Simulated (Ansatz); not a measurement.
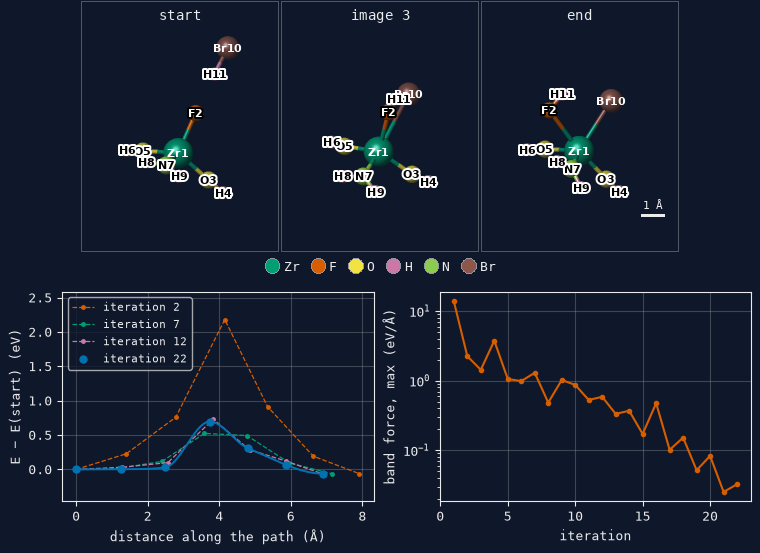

NEB run on ZrNH5O2BrF. Images are numbered from 0 (start) to 6 (end). The plot follows the band through its iterations. Style: ball-and-stick. Shown from a free direction.

Level of theory: RHF/def2-SVP (Ansatz 0.2.0). Set-up: 5 movable images; climbing image; force threshold 0.05 eV/Å; iteration limit 60; starting path through a guess of the saddle point.

Judge this run.

Answer. The result is final at these settings. The band converged in 22 iterations. The largest component of the band force went from 14 to 0.033 eV/Å. The climbing image converged on the top of the path. Its vibrational analysis gives one imaginary mode (996i cm⁻¹), as a transition state must have. The first iteration put the highest image at 4.18 eV. Forward barrier 0.70 eV, backward barrier 0.76 eV, with image 3 at the top; the reaction energy is −0.06 eV.

Limits of the set-up: Hartree-Fock leaves out electron correlation.

Cost: 3.8 min on 4 threads of Arm Neoverse V1, with other jobs on the host, peak memory 0.45 GiB.
